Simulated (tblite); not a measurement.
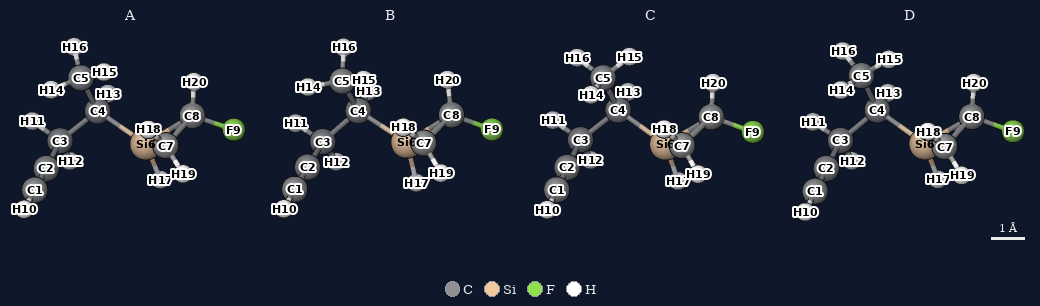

4 geometries from one relaxation of C$_{7}$H$_{11}$FSi, in shuffled order. A ball-and-stick model, seen at a tilt.

Method: tblite, GFN2-xTB geometry optimisation, gas phase. 

### Order the frames from highest to lowest energy.

B, A, D, C. They are steps 0, 36, 48, 89, at +62.6 kJ/mol, +11.0 kJ/mol, +4.27 kJ/mol relative to the last. The largest move after the best rigid fit is that of H15, 0.99 Å. By element the largest moves are H 0.99 Å, F 0.29 Å, C 0.13 Å, Si 0.07 Å. Some distances before and after: Si6–C8 1.836 → 1.898 Å, C4–Si6 1.864 → 1.902 Å, C7–H19 1.116 → 1.080 Å, C5–H16 1.125 → 1.090 Å. Bond angles that change, for instance: F9–C8–H20 118.3° → 107.9°, Si6–C8–H20 117.6° → 125.6°, C7–C8–H20 111.5° → 117.6°. Groups turn about C4–C5 by about 55°. After 89 geometry steps the energy has fallen by 62.6 kJ/mol.
